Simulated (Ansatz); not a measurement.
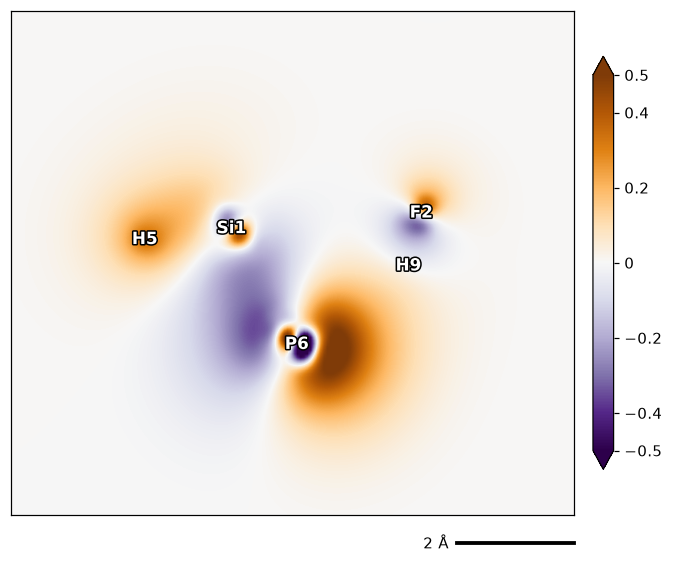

Figure. H₅PSi···HF. The HOMO on the plane of atoms H5, Si1 and P6 (values in Å⁻³ᐟ²; the overall sign is arbitrary).

Computed with RKS PBE0/def2-SVP (Ansatz).

Input

```
crystal:
  periodic: [false, false, false]
  atoms:
    - { symbol: Si, position_ang: [-0.507899, -0.222567, -0.211951] }
    - { symbol: F, position_ang: [0.220008, 1.078869, 2.157994] }
    - { symbol: H, position_ang: [0.687571, -0.863273, 0.400005] }
    - { symbol: H, position_ang: [-0.295721, 1.228447, -0.469863] }
    - { symbol: H, position_ang: [-0.764433, -0.889296, -1.529308] }
    - { symbol: P, position_ang: [-2.240214, -0.481955, 1.136298] }
    - { symbol: H, position_ang: [-3.248285, -0.231545, 0.155943] }
    - { symbol: H, position_ang: [-2.286465, -1.906149, 1.039549] }
    - { symbol: H, position_ang: [-0.603162, 0.975369, 2.565432] }
basis:
  gaussian: { orbitals: def2-SVP }
hamiltonian:
  xc: pbe0
relax:
  f_tol: 0.03
  max_steps: 50
output:
  orbitals: {}
```

Run with:

```sh
ansatz run input.yaml --threads 1 --pin off --max-ram 2048MiB --backend cpu --events-out ev --progress --plain --runs-dir out
```

The fields are those of the run's last geometry, not of the input's.

Q: Where does this orbital lie, and at what energy?

A: Its weight (Hirshfeld) is mainly on P6 (about 70 %) and Si1 (about 15 %); largely a lone pair of P6. Its energy is −7.94 eV.
